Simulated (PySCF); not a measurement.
C2H4F3N (SMILES NCC(F)(F)F)

Input file:

```
{"job": {"kind": "nmr", "xc": "PBE0", "basis": "pcSseg-1", "pop": false}, "charge": 0, "multiplicity": 1}
N     -1.547500    -0.114800    -0.178500
C     -0.258700     0.472600    -0.219000
C      0.837400    -0.535400     0.197300
F      0.877600    -1.592900    -0.579400
F      2.073800    -0.004600     0.303600
F      0.706900    -1.005100     1.484900
H     -2.274100     0.478500    -0.572600
H     -1.602400    -0.997200    -0.796000
H      0.082900     0.833000    -1.202700
H     -0.284800     1.222300     0.552500
```

Launched as:

```sh
OMP_NUM_THREADS=1 python probes_run.py task.json out
```

Geometry: GFN2-xTB, MD frame at 250 fs, 300 K.

All numbers below come from PBE0/pcSseg-1, SCF density, gas phase, non-relativistic (PySCF 2.14.0).

What can the converged electron density and electron localisation function tell about the bonding?

Answer. C–N (1.42 Å): the density is about 2.1 e/Å³ at the midpoint; the ELF peaks at about 0.95 between the atoms (a covalent bond).
C–C (1.55 Å): ρ at the midpoint is about 1.7 e/Å³; the ELF peaks at about 1 between the atoms, as expected for a covalent bond.
N–H (1.02 Å): ρ is about 2.8 e/Å³ halfway; the ELF climbs to about 1 towards the hydrogen, as it does in any bond to H (an ordinary covalent bond to hydrogen).
C–F (1.35 Å): ρ at the midpoint is about 2.3 e/Å³, with its minimum of 1.9 e/Å³ about 0.5 Å from C; the ELF peaks at about 0.85 between the atoms (a polar covalent bond).

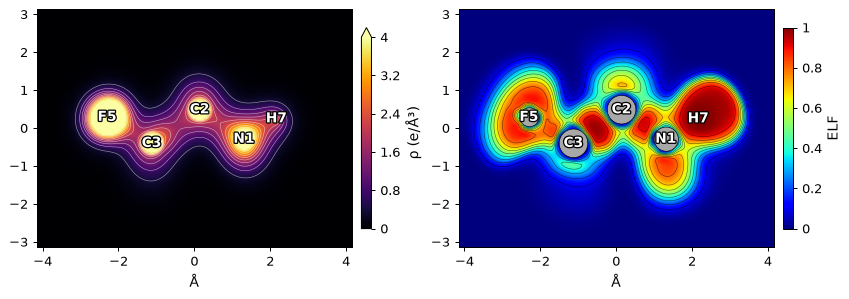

Computed electron density and electron localisation function on the plane of atoms C2, C3 and F5, in this order. Grey discs cover the atomic cores in the ELF map. 
